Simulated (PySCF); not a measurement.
**C₄H₁₀FGeP: spin–spin coupling calculation**

- system: C₄H₁₀FGeP
- method: BHandHLYP/cc-pVDZ indirect spin-spin coupling, non-relativistic, gas phase (PySCF 2.14.0)

The geometry comes from this level: GFN2-xTB.

Figures and captions count atoms from 1; the log counts them from 0 in places.

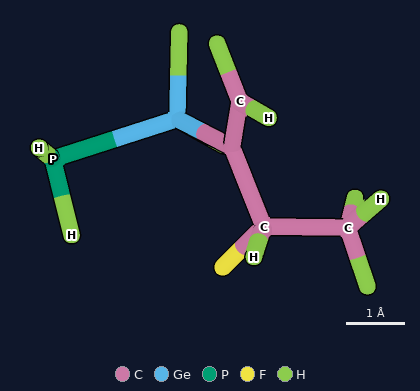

Fig. 1: The structure as given in the input (stick view, seen at a tilt). Sticks mark near contacts. Bond lengths as drawn: C–C 1.32 to 1.52 Å, C–F 1.40 Å, C–Ge 1.98 Å, C–H 1.08 to 1.10 Å, Ge–H 1.51 Å, Ge–P 2.30 Å and H–P 1.38 to 1.39 Å.

The input
```
{"job": {"kind": "j", "xc": "BHandHLYP", "basis": "cc-pVDZ"}, "charge": 0, "multiplicity": 1}
C     -0.091621    -0.383278     1.916862
C     -0.014584    -0.144474     0.619357
Ge     1.349354    -0.951925    -0.559635
P      3.202913     0.328067    -1.014326
C     -0.952009     0.782035    -0.086564
C     -2.253417     0.092807    -0.460476
F     -0.315551     1.184718    -1.264616
H      0.587421    -1.073068     2.391668
H     -0.829035     0.083955     2.553547
H      1.787933    -2.218899     0.145362
H      0.678073    -1.406032    -1.831093
H      2.451372     1.380330    -1.510238
H      3.224097     0.866133     0.266463
H     -1.137006     1.704466     0.478477
H     -2.033999    -0.805387    -1.034528
H     -2.870181     0.756395    -1.061932
H     -2.790759    -0.183812     0.441762
```

The first line tells a small driver script what to run in PySCF; the rest is the geometry in Å.

Machine: 1 CPU thread, shared host.

Run as:
```bash
OMP_NUM_THREADS=1 python <driver script> task.json out
```

The program's output
```
coarse grid: 64568 points
cycle   1  E = -2676.3667296666  dE =  1.780e-01  |g| = 5.356e-01  |ddm| = 7.026e+00
cycle   2  E = -2676.3820185684  dE = -1.529e-02  |g| = 5.333e-01  |ddm| = 1.611e+00
cycle   3  E = -2676.4293480437  dE = -4.733e-02  |g| = 5.786e-02  |ddm| = 7.293e-01
cycle   4  E = -2676.4299277021  dE = -5.797e-04  |g| = 2.971e-02  |ddm| = 1.299e-01
cycle   5  E = -2676.4301472152  dE = -2.195e-04  |g| = 6.059e-03  |ddm| = 5.905e-02
cycle   6  E = -2676.4301557607  dE = -8.545e-06  |g| = 2.274e-03  |ddm| = 1.256e-02
final grid: 135120 points
cycle   7  E = -2676.4302130867  dE =  4.780e-07  |g| = 2.735e-03  |ddm| = 8.169e-03
cycle   8  E = -2676.4302119289  dE =  1.158e-06  |g| = 3.485e-03  |ddm| = 9.331e-03
cycle   9  E = -2676.4302150008  dE = -3.072e-06  |g| = 1.606e-04  |ddm| = 5.136e-03
cycle  10  E = -2676.4302150069  dE = -6.071e-09  |g| = 2.793e-05  |ddm| = 2.904e-04
cycle  11  E = -2676.4302150071  dE = -2.083e-10  |g| = 1.360e-05  |ddm| = 7.466e-05
```

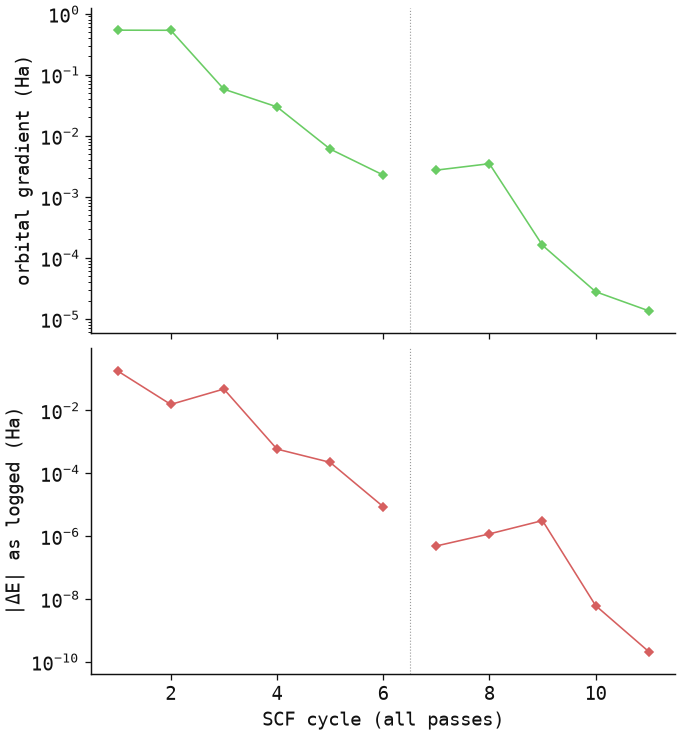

Fig. 2: Convergence of the self-consistent field: orbital gradient and size of the energy change against the SCF cycle. The dotted line marks the change from a coarse to the final integration grid. The first 6 cycles use a coarse grid, the final grid takes over at cycle 7, and the field converges after 11 cycles in all.

```
converged SCF energy = -2676.4302150071

Indirect spin-spin couplings (Hz)
  i      j    bonds     total        FC       PSO       DSO        SD
  0 C    1 C    1     86.475    95.633    -9.438     0.280         -
  0 C    3 P    3      0.433     0.055     0.166    -0.091     0.303
  0 C    4 C    2     -2.852    -2.763    -0.123     0.034         -
  0 C    5 C    3      4.794     4.769     0.028    -0.003         -
  0 C    6 F    3     14.286    15.139    -0.203    -0.274    -0.375
  0 C    7 H    1    169.501   168.670    -0.006     0.837         -
  0 C    8 H    1    161.349   160.580    -0.030     0.800         -
  0 C    9 H    3      1.312     1.352    -0.135     0.095         -
  0 C   10 H    3      4.781     5.266     0.117    -0.603         -
  0 C   11 H    4     -0.328    -0.231     0.082    -0.179         -
  0 C   13 H    3      6.564     6.670    -0.190     0.083         -
  0 C   14 H    4     -0.205    -0.249     0.132    -0.088         -
  0 C   15 H    4      1.148     1.251     0.196    -0.298         -
  0 C   16 H    4      0.200     0.137    -0.127     0.191         -
  1 C    3 P    2     -3.294    -2.260    -0.562    -0.089    -0.383
  1 C    4 C    1     61.971    63.098    -1.524     0.397         -
  1 C    5 C    2     -4.421    -4.389    -0.117     0.086         -
  1 C    6 F    2     46.311    47.073    -1.688     0.380     0.545
  1 C    7 H    2     -5.864    -4.244    -1.503    -0.117         -
  1 C    8 H    2     -6.528    -4.737    -1.579    -0.211         -
  1 C    9 H    2      7.212     7.712    -0.209    -0.291         -
  1 C   10 H    2      2.187     2.683    -0.121    -0.375         -
  1 C   11 H    3      0.991     0.992    -0.083     0.082         -
  1 C   12 H    3      2.545     2.398    -0.096     0.243         -
  1 C   13 H    2     -3.032    -3.079    -0.147     0.194         -
  1 C   14 H    3      3.454     3.148    -0.076     0.383         -
  1 C   15 H    3      5.539     5.557     0.252    -0.270         -
  1 C   16 H    3      0.819     0.600    -0.023     0.242         -
  3 P    4 C    3     -0.144     0.085    -0.118    -0.069    -0.042
  3 P    6 F    4     -6.890    -7.987    -0.786     0.114     1.770
  3 P    7 H    4     -0.539    -0.090    -0.036    -0.241    -0.171
  3 P    8 H    4     -0.372    -0.228     0.138    -0.411     0.128
  3 P    9 H    2     30.584    31.290    -0.028    -0.697     0.019
  3 P   10 H    2     20.950    21.670    -0.008    -0.760     0.050
  3 P   11 H    1    192.440   187.849     4.191     0.841    -0.442
  3 P   12 H    1    182.574   177.376     4.817     0.818    -0.438
  3 P   13 H    4     -0.742    -0.307    -0.046    -0.254    -0.134
  3 P   14 H    5     -0.333     0.045     0.027    -0.397    -0.008
  3 P   15 H    5     -0.238     0.020     0.135    -0.363    -0.030
  3 P   16 H    5     -0.295     0.025     0.149    -0.441    -0.027
  4 C    5 C    1     54.958    55.530    -0.849     0.278         -
  4 C    6 F    1   -144.054  -196.423    30.037     1.190    21.143
  4 C    7 H    3     10.844    10.949     0.223    -0.327         -
  4 C    8 H    3      7.380     7.182    -0.036     0.234         -
  4 C    9 H    3      1.508     2.016     0.095    -0.603         -
  4 C   10 H    3     -0.081    -0.101    -0.047     0.068         -
  4 C   13 H    1    162.140   161.342    -0.583     1.381         -
  4 C   14 H    2     -4.705    -4.728    -0.113     0.136         -
  4 C   15 H    2     -3.873    -3.864    -0.065     0.056         -
  4 C   16 H    2      1.353     1.152     0.095     0.106         -
  5 C    6 F    2     25.073    25.070    -0.681     0.088     0.596
  5 C    7 H    4     -2.295    -2.246     0.197    -0.245         -
  5 C    8 H    4     -1.886    -1.955     0.011     0.058         -
  5 C    9 H    4     -0.320    -0.080     0.079    -0.319         -
  5 C   13 H    2     -0.989    -0.914    -0.001    -0.074         -
  5 C   14 H    1    139.422   137.892     0.671     0.859         -
  5 C   15 H    1    138.403   136.886     0.736     0.781         -
  5 C   16 H    1    136.642   135.104     0.750     0.788         -
  6 F    8 H    4     -1.607    -1.141     0.691    -0.967    -0.191
  6 F    9 H    4     15.600    18.413     0.443    -3.212    -0.044
  6 F   10 H    4     11.027    10.316    -0.870     1.451     0.131
  6 F   11 H    5      3.279     2.291    -1.320     2.201     0.107
  6 F   13 H    2     49.122    45.027     7.826    -0.143    -3.588
  6 F   14 H    3      5.645     4.729     0.962     0.351    -0.398
  6 F   15 H    3      6.179     4.945     1.378     0.316    -0.460
  6 F   16 H    3     40.050    41.623     0.445    -1.677    -0.341
  7 H    8 H    2     -1.681    -1.250     2.544    -2.975         -
  7 H    9 H    4      1.255    -0.195    -0.733     2.183         -
  7 H   10 H    4     -1.812     0.186     0.417    -2.414         -
  7 H   11 H    5     -0.536     0.095     0.303    -0.934         -
  7 H   12 H    5      0.555     0.120    -0.262     0.697         -
  7 H   13 H    4     -2.886    -2.524     0.972    -1.334         -
  7 H   15 H    5     -1.004    -0.585     0.977    -1.396         -
  8 H    9 H    4     -0.838    -0.443     0.695    -1.090         -
  8 H   10 H    4      0.435     1.586     0.725    -1.875         -
  8 H   11 H    5     -0.178     0.137     0.401    -0.716         -
  8 H   12 H    5      0.307     0.253     0.245    -0.191         -
  8 H   13 H    4     -1.526    -2.133    -0.725     1.331         -
  8 H   15 H    5     -0.711    -0.580     0.605    -0.736         -
  8 H   16 H    5      0.664     0.122    -0.855     1.396         -
  9 H   10 H    2      1.077     4.244     0.360    -3.527         -
  9 H   11 H    3      6.234     9.391     0.514    -3.671         -
  9 H   12 H    3     -1.432    -0.629     0.115    -0.918         -
  9 H   13 H    4     -1.204     0.237     0.751    -2.191         -
  9 H   14 H    5     -0.781    -0.019    -0.073    -0.689         -
  9 H   15 H    5     -0.778     0.204     0.615    -1.597         -
  9 H   16 H    5     -0.408     0.129     0.322    -0.859         -
 10 H   11 H    3      0.401     0.828    -0.002    -0.425         -
 10 H   12 H    3      5.241     8.392     0.506    -3.656         -
 10 H   13 H    4     -1.367    -0.633     0.923    -1.657         -
 10 H   14 H    5      1.729     0.069    -1.068     2.728         -
 10 H   15 H    5      0.221    -0.119     0.326     0.014         -
 10 H   16 H    5      0.190     0.121     0.437    -0.368         -
 11 H   12 H    2    -12.355   -12.923     0.694    -0.126         -
 11 H   13 H    5      0.415     0.155     0.063     0.196         -
 11 H   14 H    6     -0.214    -0.006     0.207    -0.415         -
 11 H   16 H    6     -0.297    -0.018     0.517    -0.797         -
 12 H   13 H    5      0.278     0.098    -0.012     0.192         -
 12 H   14 H    6     -0.623     0.007     0.343    -0.972         -
 12 H   15 H    6     -0.316     0.044     0.451    -0.811         -
 12 H   16 H    6     -0.324    -0.001     0.404    -0.727         -
 13 H   14 H    3      9.604    10.314     1.823    -2.533         -
 13 H   15 H    3      2.885     2.700     0.317    -0.132         -
 13 H   16 H    3      1.738     1.505     0.337    -0.104         -
 14 H   15 H    2    -11.721   -11.500     1.963    -2.184         -
 14 H   16 H    2    -12.923   -12.712     1.961    -2.171         -
 15 H   16 H    2    -12.357   -11.978     2.070    -2.449         -
```

Summary

| quantity | value |
| --- | --- |
| outcome | converged |
| total energy | −2676.430215 hartree |
| HOMO | −8.09 eV |
| LUMO | 0.76 eV |
| dipole moment | 2.55 D |
| wall time | 95 s |
| peak memory | 0.9 GiB |

Settings chosen away from the usual ones: BHandHLYP/cc-pVDZ. Spin–orbit coupling is left out, which matters for the heavy atoms.
